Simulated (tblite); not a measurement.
Frequency calculation of C₄H₁₁BNSi

The run: frequency calculation of C₄H₁₁BNSi, multiplicity 2, SMILES CB1C[SiH]CCN1. Method and program: GFN2-xTB harmonic vibrations, gas phase (tblite 0.8.0).

It belongs to a series of runs on one base structure; here: H removed from Si.

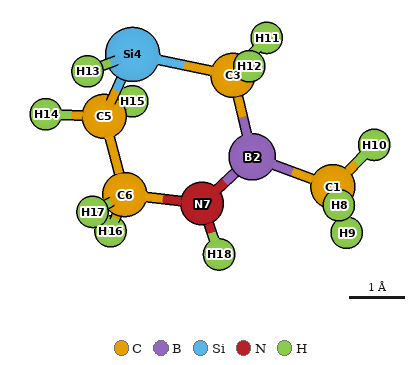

Figure 1. The input geometry (ball-and-stick view, seen at a tilt; atoms are numbered from 1 in the order of the input).

### Summary

```csv
quantity,value
outcome,converged
total energy,−544.6513 eV
zero-point energy,92.4190 kcal/mol
hardware,"1 CPU thread, shared host"
wall time,0.64 s
peak memory,0.18 GiB
```

### Input
```
{"job": {"kind": "ir", "xc": "GFN2-xTB", "basis": "xTB"}, "charge": 0, "multiplicity": 2}
C      2.537200     0.041356     0.026671
B      0.945241     0.131185     0.019183
C      0.252410     1.568551     0.010952
Si    -1.629598     1.440955     0.166094
C     -2.034250    -0.250526    -0.610904
C     -1.199399    -1.312429     0.097237
N      0.230177    -1.054857     0.029417
H      2.916324     0.166040     1.040956
H      2.911318    -0.915158    -0.335194
H      2.999954     0.822875    -0.571896
H      0.533709     2.079718    -0.912648
H      0.663066     2.188650     0.809795
H     -2.113283     1.460385     1.558355
H     -3.086905    -0.515790    -0.518597
H     -1.789007    -0.261267    -1.673283
H     -1.391322    -2.294706    -0.353730
H     -1.511965    -1.372946     1.150898
H      0.757571    -1.915718     0.055039
```

The first line tells a small driver script what to run in tblite; the rest is the geometry in Å.

Launched with:
```bash
OMP_NUM_THREADS=1 python <driver script> task.json out
```

### Log
```
mode    cm-1     km/mol
  1      36.4      0.16
  2      43.2      0.35
  3     143.4      0.05
  4     230.1      0.39
  5     252.6      0.12
  6     284.3      5.78
  7     325.0      1.28
  8     365.3      1.21
  9     496.6     23.54
 10     553.3     12.56
 11     592.3     44.58
 12     627.8     90.32
 13     683.7     16.64
 14     693.7      9.39
 15     725.8     65.40
 16     772.4      2.55
 17     805.8     57.66
 18     856.9    127.23
 19     869.8     26.49
 20     966.0     12.60
 21     978.1     11.89
 22    1021.0      4.67
 23    1053.0     31.85
 24    1121.9     55.13
 25    1155.9     19.53
 26    1179.6     46.20
 27    1211.0     46.51
 28    1293.5      3.60
 29    1333.4     55.22
 30    1340.6     48.72
 31    1398.9     12.50
 32    1456.6     85.26
 33    1471.8     30.96
 34    1481.6     56.35
 35    1505.4      6.07
 36    1508.8      8.32
 37    1516.0     10.39
 38    2152.2    394.45
 39    2853.7     69.04
 40    2902.5     81.34
 41    2952.9     32.77
 42    2978.1     24.62
 43    2985.0     55.60
 44    2997.7     39.55
 45    3000.5     59.03
 46    3011.8     61.71
 47    3032.7     36.43
 48    3429.4      5.97
```

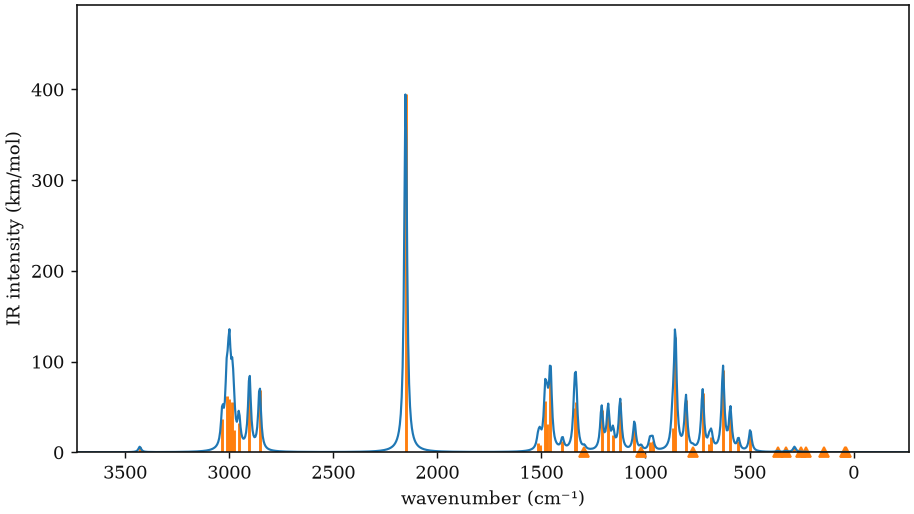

Figure 2. Harmonic infrared spectrum, unscaled: sticks (degenerate modes added up, dark ones marked on the axis) with a Lorentzian envelope of 16 cm⁻¹ full width, scaled to the tallest stick. 48 modes from 36 to 3429 cm⁻¹, none imaginary. The strongest line is at 2152 cm⁻¹ (394 km/mol).
